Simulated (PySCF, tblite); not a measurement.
# C6H4ClF: dynamics, then NMR shifts on frames

Aim: move C6H4ClF (`F/C=C1\C=CC=C1Cl`) away from its starting geometry and see how NMR shifts follow the geometry.

Computed with tblite 0.8.0 and PySCF 2.14.0, with density-fitted response routines of our own, on a single molecule in the gas phase. Atoms are numbered from 0 throughout.

### 1 The starting structure

12 atoms, charge 0, multiplicity 1; geometry from: GFN2-xTB.

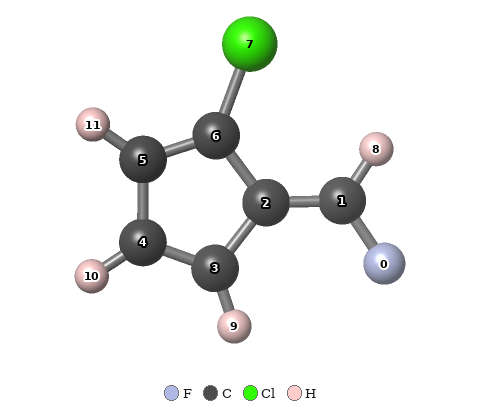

The starting geometry (fluorine light blue, carbon dark grey, chlorine green, hydrogen pink), atoms numbered.

### 2 A short Langevin run with GFN2-xTB

Job settings and geometry (Å):

```
{"job": {"kind": "md", "xc": "GFN2-xTB", "basis": "xTB", "temperature": 300, "steps": 2000, "every": 50, "frames": 5}, "charge": 0, "multiplicity": 1}
F      2.427187    -1.643603    -0.241792
C      1.929080    -0.423077    -0.071733
C      0.615947    -0.184354    -0.030626
C     -0.495327    -1.119873    -0.151254
C     -1.641155    -0.421219    -0.048889
C     -1.342467     0.987642     0.140741
C     -0.003155     1.132341     0.152288
Cl     0.901485     2.567979     0.341483
H      2.698806     0.331300     0.025143
H     -0.371028    -2.175230    -0.295941
H     -2.639788    -0.813625    -0.096206
H     -2.078387     1.761034     0.250759
```

Method: GFN2-xTB Langevin dynamics, gas phase.

Started as:

```
$ OMP_NUM_THREADS=1 python probes_run.py task.json out
```

The driver reads the jobs from task.json and runs them one after another.

Standard output:

```text
t/fs     T/K      E/eV
    0.0   261.5   -656.04160
   25.0   210.8   -655.77945
   50.0   218.8   -655.59424
   75.0   262.1   -655.73333
  100.0   251.7   -655.78442
  125.0   156.6   -655.77326
  150.0   170.5   -655.78674
  175.0   211.9   -655.85806
  200.0   150.5   -655.82862
  225.0   152.0   -655.81034
  250.0   172.9   -655.79463
  275.0   272.4   -655.79934
  300.0   304.1   -655.79849
  325.0   280.7   -655.70789
  350.0   284.7   -655.77878
  375.0   214.3   -655.80901
  400.0   258.5   -655.79454
  425.0   238.4   -655.65226
  450.0   367.6   -655.61554
  475.0   272.6   -655.32224
  500.0   478.2   -655.50054
  525.0   250.6   -655.38145
  550.0   347.2   -655.61606
  575.0   391.8   -655.57955
  600.0   262.7   -655.39190
  625.0   406.0   -655.63516
  650.0   391.6   -655.67223
  675.0   377.0   -655.65644
  700.0   304.0   -655.56713
  725.0   371.8   -655.57295
  750.0   346.4   -655.64180
  775.0   350.2   -655.76221
  800.0   243.4   -655.60326
  825.0   263.0   -655.67645
  850.0   229.2   -655.67471
  875.0   329.4   -655.77095
  900.0   278.3   -655.74511
  925.0   247.7   -655.59260
  950.0   320.1   -655.65903
  975.0   300.0   -655.70618
 1000.0   285.8   -655.65300
```

Run time: 12 s. Hardware: 1 thread of Arm Neoverse V1, shared host; peak memory 0.24 GiB.

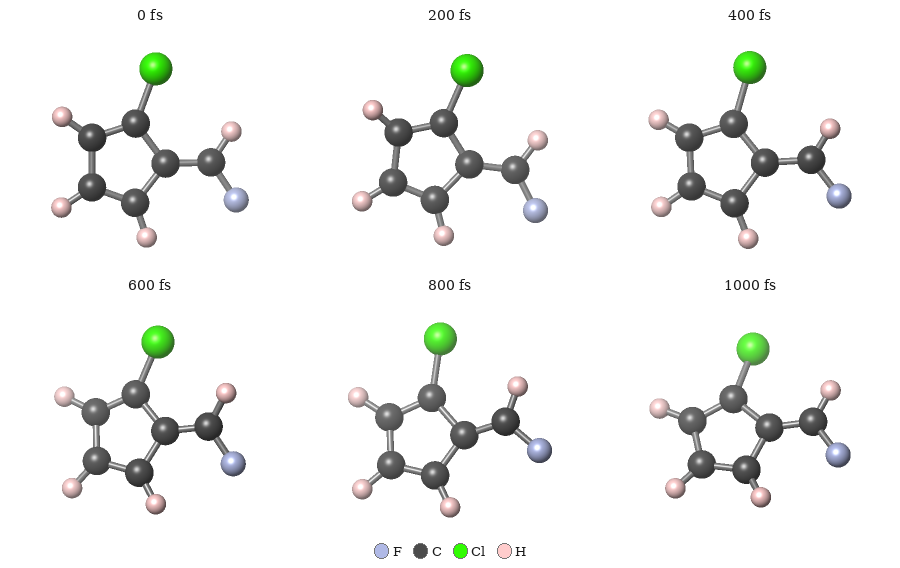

Frames of the run.

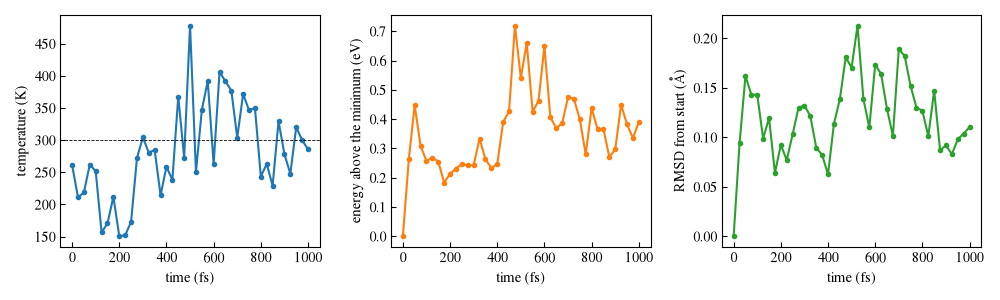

Temperature, potential energy and distance from the start.

Positions (Å) and forces (eV/Å) at 1000 fs:

```xyz
12

F     1.737   -1.589    1.224   -0.146    1.065   -0.603
C     1.249   -0.437    0.675    1.757   -0.665    1.108
C    -0.027   -0.321    0.449   -2.546   -0.283   -0.713
C    -0.957   -1.410    0.648   -1.976    1.039   -0.553
C    -2.184   -0.954    0.233    0.276   -0.938    0.887
C    -2.162    0.394   -0.280    1.325    0.569    0.152
C    -0.856    0.767   -0.122    0.616    0.562   -0.710
Cl    0.043    2.137   -0.724   -0.678   -0.206    0.255
H     1.947    0.365    0.612    0.694    0.163   -0.087
H    -0.736   -2.330    1.121    0.098   -0.427    0.110
H    -3.095   -1.491    0.377   -0.285   -0.256   -0.195
H    -3.009    0.987   -0.668    0.866   -0.622    0.348
```

### 3 Shielding tensors: 250 fs, PBE0/pcSseg-1

Job settings and geometry (Å):

```
{"job": {"kind": "nmr", "xc": "PBE0", "basis": "pcSseg-1", "pop": false}, "charge": 0, "multiplicity": 1}
F      1.842200    -1.674300    -0.106100
C      1.439000    -0.393500     0.072500
C      0.158600    -0.152300     0.191600
C     -1.098300    -0.952900     0.067900
C     -2.148900    -0.138100     0.119400
C     -1.688300     1.243600     0.321700
C     -0.339700     1.201800     0.412700
Cl     0.662700     2.543100     0.673600
H      2.203800     0.388200     0.091300
H     -1.085200    -2.090100     0.003200
H     -3.192200    -0.407300     0.022800
H     -2.362300     2.085000     0.400900
```

Method: GIAO PBE0/pcSseg-1 NMR shielding, non-relativistic, gas phase.

Standard output:

```text
coarse grid: 11712 points
cycle   1  E = -790.3217833996  dE =  1.453e+00  |g| = 5.441e-01  |ddm| = 3.563e+00
cycle   2  E = -790.2049763477  dE =  1.168e-01  |g| = 8.976e-01  |ddm| = 1.164e+00
cycle   3  E = -790.3833200297  dE = -1.783e-01  |g| = 1.215e-01  |ddm| = 8.104e-01
cycle   4  E = -790.3865513579  dE = -3.231e-03  |g| = 6.414e-02  |ddm| = 1.918e-01
cycle   5  E = -790.3874806006  dE = -9.292e-04  |g| = 1.566e-02  |ddm| = 6.764e-02
cycle   6  E = -790.3875323375  dE = -5.174e-05  |g| = 3.935e-03  |ddm| = 1.711e-02
cycle   7  E = -790.3875353235  dE = -2.986e-06  |g| = 1.775e-03  |ddm| = 4.306e-03
final grid: 112088 points
cycle   8  E = -790.4420132947  dE = -3.453e-05  |g| = 6.374e-03  |ddm| = 3.866e-02
cycle   9  E = -790.4420059275  dE =  7.367e-06  |g| = 8.511e-03  |ddm| = 1.516e-02
cycle  10  E = -790.4420223604  dE = -1.643e-05  |g| = 1.681e-03  |ddm| = 9.826e-03
cycle  11  E = -790.4420229334  dE = -5.730e-07  |g| = 3.628e-04  |ddm| = 1.894e-03
cycle  12  E = -790.4420229621  dE = -2.868e-08  |g| = 1.361e-04  |ddm| = 4.103e-04
cycle  13  E = -790.4420229660  dE = -3.974e-09  |g| = 4.621e-05  |ddm| = 1.409e-04
cycle  14  E = -790.4420229665  dE = -4.929e-10  |g| = 1.486e-05  |ddm| = 6.113e-05
converged SCF energy = -790.4420229665

GIAO shielding tensors (ppm)
atom      isotropic    diamagn.    paramagn.     s11        s22        s33       span
  0 F      274.204     470.706    -196.502    145.743    250.375    426.494    280.752
  1 C       21.700     247.667    -225.967    -53.271     45.896     72.475    125.747
  2 C       53.679     257.431    -203.752    -30.732     55.079    136.691    167.423
  3 C       61.777     247.795    -186.018    -30.533     67.474    148.391    178.924
  4 C       49.926     254.263    -204.337    -47.540     47.858    149.460    197.000
  5 C       50.074     250.160    -200.087    -41.512     58.098    133.636    175.148
  6 C       50.569     252.882    -202.313    -44.115     83.159    112.664    156.780
  7 Cl     802.760    1146.662    -343.902    563.586    850.687    994.007    430.420
  8 H       23.643      28.188      -4.545     19.811     22.235     28.882      9.071
  9 H       24.088      28.607      -4.519     21.296     25.015     25.954      4.658
 10 H       25.016      30.036      -5.020     23.743     24.670     26.635      2.892
 11 H       25.130      30.999      -5.869     23.181     23.536     28.674      5.492
```

Run time: 23 s. Hardware: 1 thread of Arm Neoverse V1, shared host; peak memory 0.75 GiB.

Shifts follow as δ = σ(reference) − σ, with reference shieldings (ppm) from runs at the same level and on the same kind of geometry: 1H TMS 31.72, 13C TMS 186.9, 19F CFCl3 170.9, 35Cl HCl 950. The references are single molecules in the gas phase, so shifts against H2O, NH3, PH3, H3PO4 or CFCl3 are not on the usual liquid scales and can be off by tens of ppm. Each atom is listed at this fixed geometry, with no averaging over motion; a spectrum would average atoms that exchange fast.

| atoms | environment | σ (ppm) | δ (ppm) |
| --- | --- | --- | --- |
| C1 | alkene CH | 21.7 | 165.2 |
| C4 | alkene CH | 49.9 | 137.0 |
| C5 | alkene CH | 50.1 | 136.9 |
| C6 | fully substituted alkene carbon | 50.6 | 136.4 |
| C2 | fully substituted alkene carbon | 53.7 | 133.2 |
| C3 | alkene CH | 61.8 | 125.1 |
| H8 | hydrogen on an alkene CH | 23.64 | 8.07 |
| H9 | hydrogen on an alkene CH | 24.09 | 7.63 |
| H10 | hydrogen on an alkene CH | 25.02 | 6.70 |
| H11 | hydrogen on an alkene CH | 25.13 | 6.59 |
| F0 | vinylic fluorine | 274.2 | -103.3 |
| Cl7 | chlorine bonded to C | 803 | 147 |

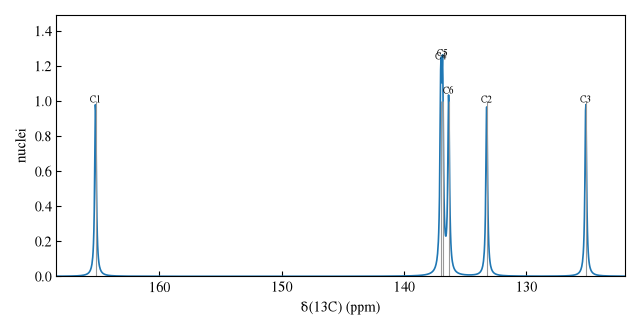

13C lines at the computed shifts, without couplings. Lines are broadened to a width of 0.16 ppm (Lorentzian).

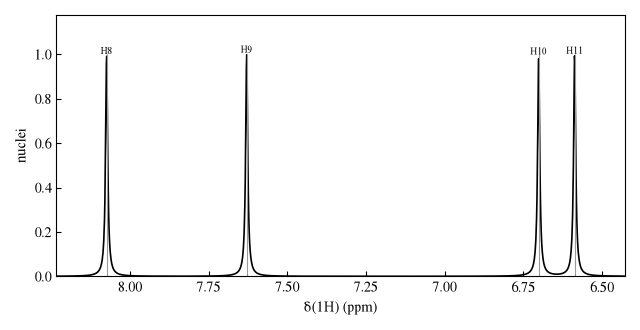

1H lines at the computed shifts, without couplings. Lines are broadened to a width of 0.01 ppm (Lorentzian).

Ring of atoms C2, C3, C4, C5, C6: NICS(0) -1.1, NICS(1) -3.2, NICS(1)zz -2.0 ppm (means of both faces).

Orbitals, density, ELF and potential are computed afterwards from the orbital file.

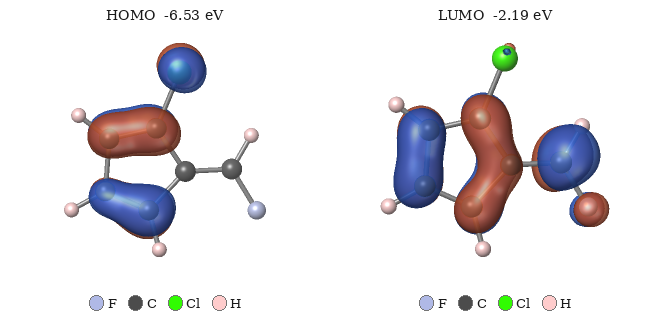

Frontier orbitals at PBE0/pcSseg-1; each surface holds 70 % of the orbital's density, blue and red mark the sign.

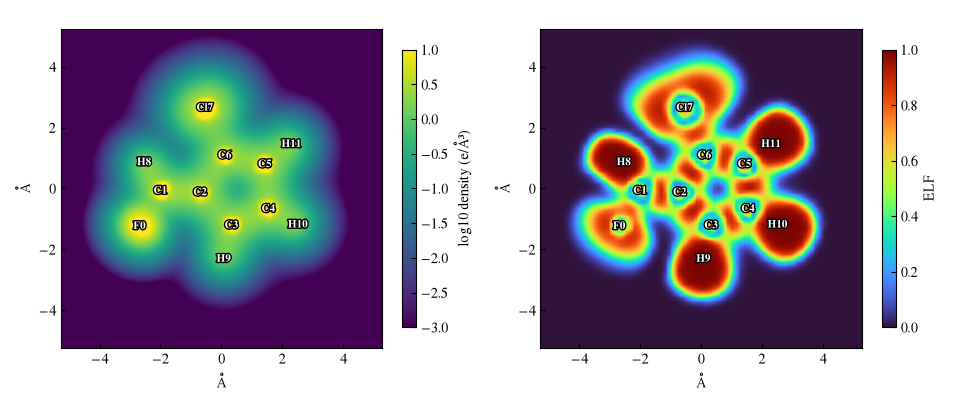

Density (left) and ELF (right) in a plane through or near 12 of the atoms.

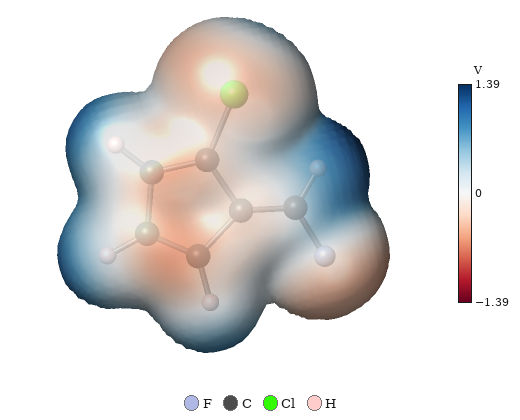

Electrostatic potential on the surface of density 0.002 e/bohr³; red is low, blue high. It runs, from the 1st to the 99th percentile, from -0.53 V near C3 to 1.39 V near H8.

### 4 Shielding tensors: 425 fs, PBE0/pcSseg-1

Job settings and geometry (Å):

```
{"job": {"kind": "nmr", "xc": "PBE0", "basis": "pcSseg-1", "pop": false}, "charge": 0, "multiplicity": 1}
F      1.903900    -1.757200     0.595200
C      1.328700    -0.587900     0.403200
C      0.011400    -0.298000     0.210900
C     -1.129700    -1.269900     0.140400
C     -2.283500    -0.547300     0.153100
C     -1.967900     0.834000     0.099800
C     -0.597100     0.985900     0.171200
Cl     0.092100     2.601200     0.360600
H      2.062800     0.214100     0.496800
H     -0.953400    -2.264900     0.087900
H     -3.296400    -0.944400     0.177800
H     -2.631500     1.658600     0.057600
```

With the program's defaults for keys left out, this is: GIAO PBE0/pcSseg-1 NMR shielding, non-relativistic, gas phase.

Standard output:

```text
coarse grid: 11712 points
cycle   1  E = -790.3016806998  dE =  1.453e+00  |g| = 5.775e-01  |ddm| = 3.553e+00
cycle   2  E = -790.1035474558  dE =  1.981e-01  |g| = 1.052e+00  |ddm| = 1.338e+00
cycle   3  E = -790.3761674629  dE = -2.726e-01  |g| = 1.497e-01  |ddm| = 9.892e-01
cycle   4  E = -790.3807705790  dE = -4.603e-03  |g| = 7.635e-02  |ddm| = 2.227e-01
cycle   5  E = -790.3820266758  dE = -1.256e-03  |g| = 1.942e-02  |ddm| = 7.834e-02
cycle   6  E = -790.3821089798  dE = -8.230e-05  |g| = 6.751e-03  |ddm| = 2.454e-02
cycle   7  E = -790.3821192366  dE = -1.026e-05  |g| = 2.191e-03  |ddm| = 7.113e-03
cycle   8  E = -790.3821202741  dE = -1.037e-06  |g| = 4.784e-04  |ddm| = 2.070e-03
final grid: 112088 points
cycle   9  E = -790.4348506308  dE = -3.544e-05  |g| = 6.563e-03  |ddm| = 3.854e-02
cycle  10  E = -790.4348450294  dE =  5.601e-06  |g| = 8.238e-03  |ddm| = 1.474e-02
cycle  11  E = -790.4348596920  dE = -1.466e-05  |g| = 2.077e-03  |ddm| = 9.640e-03
cycle  12  E = -790.4348605964  dE = -9.043e-07  |g| = 5.238e-04  |ddm| = 2.281e-03
cycle  13  E = -790.4348606651  dE = -6.874e-08  |g| = 1.542e-04  |ddm| = 5.616e-04
cycle  14  E = -790.4348606695  dE = -4.435e-09  |g| = 4.902e-05  |ddm| = 1.524e-04
cycle  15  E = -790.4348606701  dE = -5.368e-10  |g| = 1.777e-05  |ddm| = 6.322e-05
converged SCF energy = -790.4348606701

GIAO shielding tensors (ppm)
atom      isotropic    diamagn.    paramagn.     s11        s22        s33       span
  0 F      253.695     469.517    -215.823    119.387    195.832    445.864    326.478
  1 C       14.867     246.730    -231.863    -60.014     26.129     78.485    138.499
  2 C       54.818     256.576    -201.758    -36.649     59.316    141.787    178.436
  3 C       62.725     246.376    -183.650    -29.498     63.207    154.466    183.964
  4 C       53.639     254.095    -200.456    -44.845     46.886    158.877    203.722
  5 C       41.471     250.701    -209.229    -54.274     50.387    128.302    182.576
  6 C       48.180     249.806    -201.626    -47.907     85.832    106.617    154.525
  7 Cl     760.548    1146.607    -386.059    496.570    765.521   1019.552    522.983
  8 H       24.117      28.861      -4.744     19.508     23.518     29.324      9.816
  9 H       26.021      32.861      -6.840     24.258     25.645     28.160      3.902
 10 H       24.878      29.403      -4.524     23.528     24.318     26.790      3.262
 11 H       25.209      31.865      -6.656     22.452     23.480     29.694      7.242
```

Wall time 16 s (1 thread of Arm Neoverse V1, shared host); peak memory 0.85 GiB.

This run: δ C1 172.1, C5 145.5, C6 138.7, C4 133.3, H8 7.60, H10 6.84 ppm.

[end of part 1 of 2]
